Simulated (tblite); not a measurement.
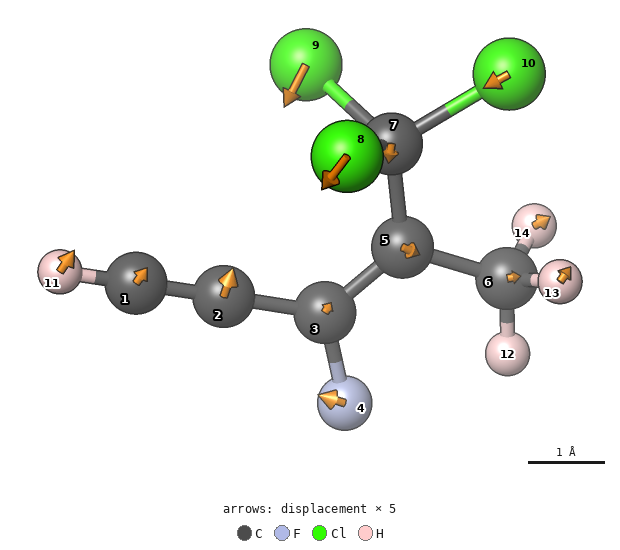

This is a relaxation of C6H4Cl3F. The starting structure is drawn; orange arrows show the displacements, magnified 5 times. The two geometries are superimposed by the best rigid fit.

The picture is a ball-and-stick view, seen at a tilt.

Method: GFN2-xTB geometry optimisation, gas phase in tblite. 

**Which element moves most?**

Chlorine: up to 0.13 Å, against 0.09 Å for carbon.

**What did the optimiser do to the structure, and how much energy did it gain?**

Cl9 moves most after the best rigid fit: 0.13 Å. Largest moves by element: Cl 0.13 Å, C 0.09 Å, F 0.08 Å, H 0.07 Å. Near-neighbour distances that change, for instance: C7–Cl10 1.813 → 1.768 Å, C5–C6 1.518 → 1.494 Å, C3–F4 1.369 → 1.349 Å, C5–C7 1.516 → 1.497 Å. Among the angles between lasting bonds that change: C3–C5–C7 124.0° → 118.8°, C3–C5–C6 118.0° → 121.9°, C1–C2–C3 179.5° → 175.6°. After 37 geometry steps the energy has fallen by 0.136 eV.
